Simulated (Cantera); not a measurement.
Input: 1 mol SiC, 0.016 mol Si, 1.6 mol N2, equilibrated at 0.0413 Torr.

Cantera equilibrium calculation (NASA polynomials, part measured and part estimated; ideal gas, pure solids and liquids). Candidate condensed phases: C, Si, SiC, Si3N4; 20 gas species. The tables' values for SiN are old estimates; treat these amounts as uncertain. Kinetics and transport are ignored.

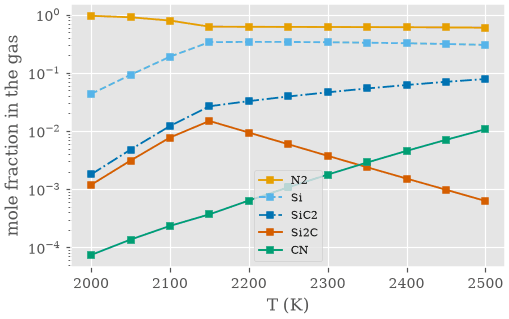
Equilibrium gas composition (values under 1e-9 drawn at 1e-9)

Question: Read off the mole fractions at 2150 K.

Answer: N2 about 0.62, Si about 0.34, SiC2 about 0.027, Si2C about 0.015, CN about 0.00037.
